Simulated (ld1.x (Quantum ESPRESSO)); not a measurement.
**B: generating and testing a TM potential**

Task: generate the file, and judge it by its errors in other configurations, its logarithmic derivatives, its ghosts and its cutoff.

Program: ld1.x (Quantum ESPRESSO) 7.5. Reference atom: revPBE, scalar-relativistic, spherical and spin-unpolarised. All values are calculated.

**1. The atom and the settings**

Typed settings, in words:

```
element                 : boron (B, Z = 5)
type                    : norm-conserving Troullier–Martins (Kleinman–Bylander form)
frozen core             : [He]
valence charge          : 3
reference configuration : 2s2 2p1
partial waves           : 2p (bound): rc 1.95 bohr; 3d channel at 0.3 Ry: rc 2.10 bohr; 2s (bound): rc 1.30 bohr
local potential         : the s channel
core correction         : not asked for
```

An earlier all-electron run gives the scale for the radii.

All-electron outer shells of the reference configuration (revPBE, scalar-relativistic, ld1.x):

| shell | level (eV) | outermost node (bohr) | outermost maximum (bohr) |
| --- | --- | --- | --- |
| 1s | -180.79 | – | 0.21 |
| 2s | -9.47 | 0.46 | 1.52 |
| 2p | -3.57 | – | 1.59 |

**2. Generating the potential**

B.in

```
 &input
   title='B', zed=5., rel=1, dft='REVPBE', iswitch=3,
   config='[He] 2s2 2p1 3d-2',
   nld=3, rlderiv=2.30, eminld=-3.0, emaxld=5.0, deld=0.02
 /
 &inputp
   pseudotype=2, tm=.true., lloc=0,
   nlcc=.false.,
   file_pseudopw='B.UPF', file_wfcaegen='ae.wfc', file_wfcncgen='nc.wfc', file_beta='beta', file_chi='chi'
 /
3
2P  2  1   1.00   0.00  1.95  1.95  0.0
3D  3  2  -2.00   0.30  2.10  2.10  0.0
2S  1  0   2.00   0.00  1.30  1.30  0.0
 &test
   configts(1)='2s2 2p1'
 /
```

On the command line:

```console
$ ld1.x < B.in > B.out
```

Output in B.out (without the banner and most projector matrices):

```text
     Program LD1 v.7.5
     --------------------------- All-electron run ----------------------------

     B
     scalar relativistic calculation

     atomic number is  5.00
     dft =REVPBE   lsd =0 sic =0 latt =0  beta=0.20 tr2=1.0E-14
     Exchange-correlation= REVPBE
                           (   1   4   4   4   0   0   0)
     mesh =1059 r(mesh) = 101.04461 a.u. xmin = -7.00 dx = 0.01250
     1 Ry =  13.60569312 eV, c = 137.03599908

     n l     nl                  e(Ry)          e(Ha)          e(eV)
     1 0     1S 1( 2.00)       -13.2881        -6.6441      -180.7942
     2 0     2S 1( 2.00)        -0.6957        -0.3478        -9.4648
     2 1     2P 1( 1.00)        -0.2622        -0.1311        -3.5678

     final scf error:  8.4E-15 reached in  34 iterations

     Etot =     -49.290333 Ry,     -24.645166 Ha,    -670.629139 eV

     Ekin =      49.120921 Ry,      24.560461 Ha,     668.324183 eV
     Encl =    -113.851752 Ry,     -56.925876 Ha,   -1549.032001 eV
     Eh   =      23.129567 Ry,      11.564783 Ha,     314.693785 eV
     Exc  =      -7.689068 Ry,      -3.844534 Ha,    -104.615106 eV

     normalization and overlap integrals

     s(1S/1S) =  1.000000  <r> =   0.3287  <r2> =    0.1468  r(max) =   0.2103
     s(2S/2S) =  1.000000  <r> =   1.9489  <r2> =    4.5798  r(max) =   1.5152
     s(2P/2P) =  1.000000  <r> =   2.3125  <r2> =    6.9680  r(max) =   1.5929

     ------------------------ End of All-electron run ------------------------

     --------------------- Generating NC pseudopotential ---------------------

      Generating local pot.: lloc=0, matching radius rcloc =   1.3000

      Wfc   2P  rcut= 1.946  Using Troullier-Martins method

      Wfc   3D  rcut= 2.097  Using Troullier-Martins method

     ------------------- End of pseudopotential generation -------------------

     [... the all-electron block is printed once more ...]


     Computing logarithmic derivative in   2.30327
     Computing logarithmic derivative in   2.30327
     Computing the partial wave expansion
       no projector for channel:   0
     R is outside the sphere for l=    1 j= 0.00
     R is outside the sphere for l=    2 j= 0.00

     ---------------------- Testing the pseudopotential ----------------------

     B
     scalar relativistic calculation

     atomic number is  5.00   valence charge is  3.00
     dft =REVPBE   lsd =0 sic =0 latt =0  beta=0.20 tr2=1.0E-14
     mesh =1059 r(mesh) = 101.04461 xmin = -7.00 dx = 0.01250

     n l     nl             e AE (Ry)        e PS (Ry)    De AE-PS (Ry)
     1 0     2S   1( 2.00)       -0.69565       -0.69565        0.00000
     2 1     2P   1( 1.00)       -0.26223       -0.26223        0.00000

     eps = 4.9E-15  iter = 30

     Etot =     -49.290333 Ry,     -24.645166 Ha,    -670.629139 eV
     Etotps =    -5.184422 Ry,      -2.592211 Ha,     -70.537657 eV

     Ekin =       2.498986 Ry,       1.249493 Ha,      34.000437 eV
     Encl =      -9.485107 Ry,      -4.742553 Ha,    -129.051453 eV
     Ehrt =       3.986363 Ry,       1.993181 Ha,      54.237229 eV
     Ecxc =      -1.623340 Ry,      -0.811670 Ha,     -22.086667 eV
     Epseu=      -0.561324 Ry,      -0.280662 Ha,      -7.637203 eV

     ---------------------- End of pseudopotential test ----------------------
```

It took 1 s on 1 thread, shared host. (Generation and the later configuration tests together.)

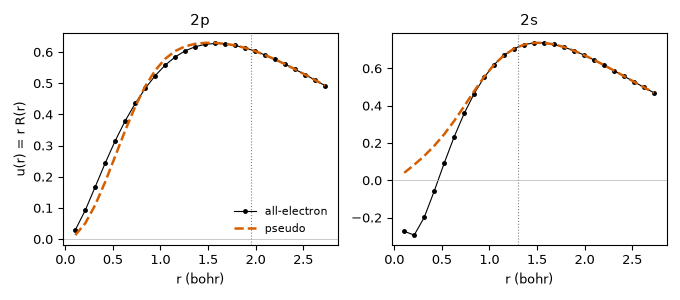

Bound waves of the atom and their pseudo partners (2p, 2s), with the matching radii dotted. The curves join 26 sampled radii.

**3. Configuration tests**

B.test.in

```
 &input
   title='B', zed=5., rel=1, dft='REVPBE', iswitch=2,
   config='[He] 2s2 2p1 3d-2'
 /
 &test
   file_pseudo='B.UPF', nconf=8,
   configts(1)='2s2 2p1',
   configts(2)='2s2 2p0',
   configts(3)='2s1 2p0',
   configts(4)='2s2 2p0.5',
   configts(5)='2s2 2p1.3',
   configts(6)='2s1 2p1',
   configts(7)='2s0 2p3',
   configts(8)='2s1 2p2'
 /
```

On the command line:

```console
$ ld1.x < B.test.in > B.test.out
```

B.test.out, the pseudopotential blocks:

```text
     ---------------------- Testing the pseudopotential ----------------------

     B
     scalar relativistic calculation

     atomic number is  5.00   valence charge is  3.00
     dft =REVPBE   lsd =0 sic =0 latt =0  beta=0.20 tr2=1.0E-14
     mesh =1059 r(mesh) = 101.04461 xmin = -7.00 dx = 0.01250

     n l     nl             e AE (Ry)        e PS (Ry)    De AE-PS (Ry)
     1 0     2S   1( 2.00)       -0.69565       -0.69565        0.00000
     2 1     2P   1( 1.00)       -0.26223       -0.26223        0.00000

     eps = 5.0E-15  iter = 30

     Etot =     -49.290333 Ry,     -24.645166 Ha,    -670.629144 eV
     Etotps =    -5.184422 Ry,      -2.592211 Ha,     -70.537657 eV

     Ekin =       2.498986 Ry,       1.249493 Ha,      34.000437 eV
     Encl =      -9.485107 Ry,      -4.742553 Ha,    -129.051453 eV
     Ehrt =       3.986363 Ry,       1.993181 Ha,      54.237229 eV
     Ecxc =      -1.623340 Ry,      -0.811670 Ha,     -22.086667 eV
     Epseu=      -0.561324 Ry,      -0.280662 Ha,      -7.637203 eV

     ---------------------- End of pseudopotential test ----------------------

     ---------------------- Testing the pseudopotential ----------------------

     B
     [...]
     n l     nl             e AE (Ry)        e PS (Ry)    De AE-PS (Ry)
     1 0     2S   1( 2.00)       -1.43514       -1.43250       -0.00264
     2 1     2P   1( 0.00)       -0.97747       -0.97102       -0.00646  !

     eps = 4.7E-15  iter = 10

     Etot =     -48.689867 Ry,     -24.344933 Ha,    -662.459388 eV
     Etotps =    -4.585881 Ry,      -2.292940 Ha,     -62.394085 eV
     dEtot_ae =       0.600466 Ry
     dEtot_ps =       0.598542 Ry,   Delta E=       0.001925 Ry

     [...]
     ---------------------- End of pseudopotential test ----------------------

     ---------------------- Testing the pseudopotential ----------------------

     B
     [...]
     n l     nl             e AE (Ry)        e PS (Ry)    De AE-PS (Ry)
     1 0     2S   1( 1.00)       -2.31332       -2.30688       -0.00643  !
     2 1     2P   1( 0.00)       -1.86663       -1.84348       -0.02315  !

     eps = 7.5E-15  iter = 10

     Etot =     -46.820482 Ry,     -23.410241 Ha,    -637.025115 eV
     Etotps =    -2.720699 Ry,      -1.360349 Ha,     -37.016994 eV
     dEtot_ae =       2.469851 Ry
     dEtot_ps =       2.463723 Ry,   Delta E=       0.006127 Ry

     [...]
     ---------------------- End of pseudopotential test ----------------------

     ---------------------- Testing the pseudopotential ----------------------

     B
     [...]
     n l     nl             e AE (Ry)        e PS (Ry)    De AE-PS (Ry)
     1 0     2S   1( 2.00)       -1.03998       -1.03969       -0.00029
     2 1     2P   1( 0.50)       -0.59084       -0.58952       -0.00132

     eps = 3.2E-16  iter = 16

     Etot =     -49.079712 Ry,     -24.539856 Ha,    -667.763502 eV
     Etotps =    -4.974032 Ry,      -2.487016 Ha,     -67.675152 eV
     dEtot_ae =       0.210621 Ry
     dEtot_ps =       0.210390 Ry,   Delta E=       0.000231 Ry

     [...]
     ---------------------- End of pseudopotential test ----------------------

     ---------------------- Testing the pseudopotential ----------------------

     B
     [...]
     n l     nl             e AE (Ry)        e PS (Ry)    De AE-PS (Ry)
     1 0     2S   1( 2.00)       -0.52065       -0.52054       -0.00012
     2 1     2P   1( 1.30)       -0.09908       -0.09915        0.00008

     eps = 7.3E-15  iter = 13

     Etot =     -49.343787 Ry,     -24.671893 Ha,    -671.356418 eV
     Etotps =    -5.237896 Ry,      -2.618948 Ha,     -71.265210 eV
     dEtot_ae =      -0.053454 Ry
     dEtot_ps =      -0.053474 Ry,   Delta E=       0.000021 Ry

     [...]
     ---------------------- End of pseudopotential test ----------------------

     ---------------------- Testing the pseudopotential ----------------------

     B
     [...]
     n l     nl             e AE (Ry)        e PS (Ry)    De AE-PS (Ry)
     1 0     2S   1( 1.00)       -1.44218       -1.44437        0.00220
     2 1     2P   1( 1.00)       -0.98597       -0.98631        0.00034

     eps = 2.1E-15  iter = 19

     Etot =     -48.232867 Ry,     -24.116434 Ha,    -656.241587 eV
     Etotps =    -4.126170 Ry,      -2.063085 Ha,     -56.139396 eV
     dEtot_ae =       1.057466 Ry
     dEtot_ps =       1.058253 Ry,   Delta E=      -0.000787 Ry

     [...]
     ---------------------- End of pseudopotential test ----------------------

     ---------------------- Testing the pseudopotential ----------------------

     B
     [...]
     n l     nl             e AE (Ry)        e PS (Ry)    De AE-PS (Ry)
     1 0     2S   1( 0.00)       -0.76073       -0.76203        0.00130
     2 1     2P   1( 3.00)       -0.32527       -0.32624        0.00097

     eps = 8.8E-15  iter = 11

     Etot =     -48.420534 Ry,     -24.210267 Ha,    -658.794929 eV
     Etotps =    -4.314727 Ry,      -2.157363 Ha,     -58.704845 eV
     dEtot_ae =       0.869799 Ry
     dEtot_ps =       0.869696 Ry,   Delta E=       0.000103 Ry

     [...]
     ---------------------- End of pseudopotential test ----------------------

     ---------------------- Testing the pseudopotential ----------------------

     B
     [...]
     n l     nl             e AE (Ry)        e PS (Ry)    De AE-PS (Ry)
     1 0     2S   1( 1.00)       -0.73135       -0.73182        0.00047
     2 1     2P   1( 2.00)       -0.29624       -0.29689        0.00065

     eps = 6.5E-15  iter = 21

     Etot =     -48.855919 Ry,     -24.427960 Ha,    -664.718642 eV
     Etotps =    -4.750185 Ry,      -2.375092 Ha,     -64.629556 eV
     dEtot_ae =       0.434414 Ry
     dEtot_ps =       0.434237 Ry,   Delta E=       0.000177 Ry

     [...]
     ---------------------- End of pseudopotential test ----------------------
```

Energies count from the reference configuration 2s2 2p1; the error is all-electron less pseudo.

```csv
valence configuration,charge,ΔE all-electron (eV),error AE − PS (meV)
2s2 2p0,+1,8.170,+26
2s1 2p0,+2,33.604,+83
2s2 2p0.5,+0.5,2.866,+3.1
2s2 2p1.3,-0.3,-0.727,+0.3
2s1 2p1,+1,14.388,-11
2s0 2p3,0,11.834,+1.4
2s1 2p2,0,5.911,+2.4
```

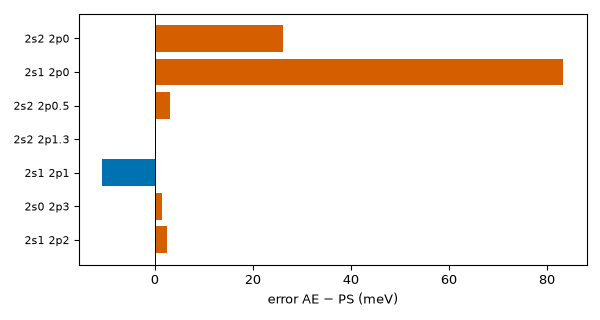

Error of the potential in each test configuration.

**4. Does it scatter like the atom?**

Taken from the files of the generation run. The phase is arctan(r·u′/u) with u = r·R, unwrapped, with energies in Ry. A pole is an energy at which the radial function vanishes at the test radius. The pseudo phase is shifted by a multiple of π to meet the all-electron one at the reference energy. Levels narrower than the energy grid can be missing from the poles. The last column is the largest difference on the grid between −1 and +1 Ry.

| channel | radius (bohr) | reference (Ry) | poles AE | poles PS | window around the reference with phases within 0.05 rad (Ry) | largest difference near zero (rad) |
| --- | --- | --- | --- | --- | --- | --- |
| s | 2.30 | -0.70 | 0.35 | 0.34 | below 2.9 | 0.002 |
| p | 2.30 | -0.26 | 0.70 | 0.71 | below 2.5 | 0.003 |
| d | 2.30 | 0.30 | 4.13 | 4.15 | the whole range | 0.000 |

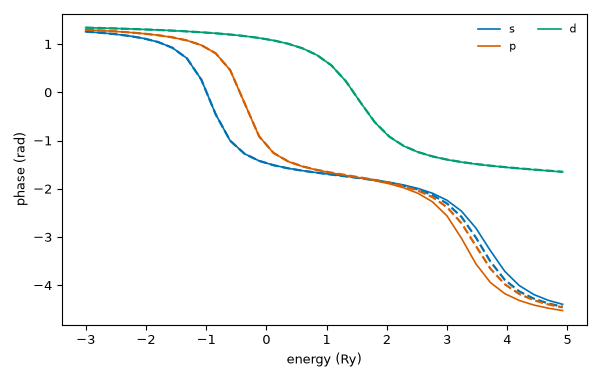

Phases by channel: all-electron solid, pseudo dashed.

**5. Plane-wave convergence, by spherical Bessel functions**

This step uses the generator's waves and projectors in a separate script. Basis: spherical Bessel functions vanishing at 20 bohr, q² up to the cutoff; potential fixed at the reference.

All-electron valence levels (Ry): 2p -0.2622, 2s -0.6956. The lowest levels of each channel (Ry) by cutoff; the last column sums, over occupied levels, occupation times the distance from the level at 400 Ry. A positive value at high cutoff is not a bound level.

```csv
cutoff (Ry),p #1,d #1,s #1,f #1,Σ f·Δε (mRy)
8,-0.1844,0.0618,-0.6433,0.1103,182.4
12,-0.2232,0.0618,-0.6700,0.1103,90.2
18,-0.2518,0.0618,-0.6892,0.1103,23.3
25,-0.2610,0.0618,-0.6938,0.1103,4.9
35,-0.2621,0.0618,-0.6945,0.1103,2.4
45,-0.2621,0.0618,-0.6948,0.1103,1.9
55,-0.2622,0.0618,-0.6953,0.1103,0.8
70,-0.2622,0.0618,-0.6956,0.1103,0.1
400,-0.2622,0.0618,-0.6956,0.1103,0.0
```

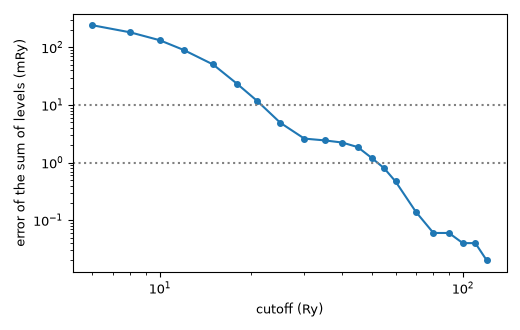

Occupation-weighted error of the valence levels against the cutoff; the dotted lines mark 10 and 1 mRy.

The sum stays within 10 mRy from 25 Ry and within 1 mRy from 55 Ry. The sum leaves out empty levels, which can need more. Ghost test: no level below the all-electron spectrum of its channel (p, d, s, f tested).

**6. Outcome**

| quantity | value |
| --- | --- |
| cutoffs for 10 and 1 mRy, occupied levels | 25 Ry and 55 Ry |
| bound ghosts | none found |
| largest test error (AE − PS) | +83 meV, for 2s1 2p0 |
| largest phase difference near zero energy, channels read | 0.003 rad |

By total energies transferability is fair: the largest error is 83 meV on 33.6 eV, for 2s1 2p0. It counts as soft on the atom at that tolerance, with 25 Ry needed at the looser tolerance. The slowest occupied level is 2s: taken alone it needs 45 Ry to come within 1 mRy, against 30 Ry for 2p. It is free of bound ghosts as far as tested. Near zero energy the phases of the channels with partial waves agree within 0.003 rad. These are tests on the free atom; a crystal test is still owed.
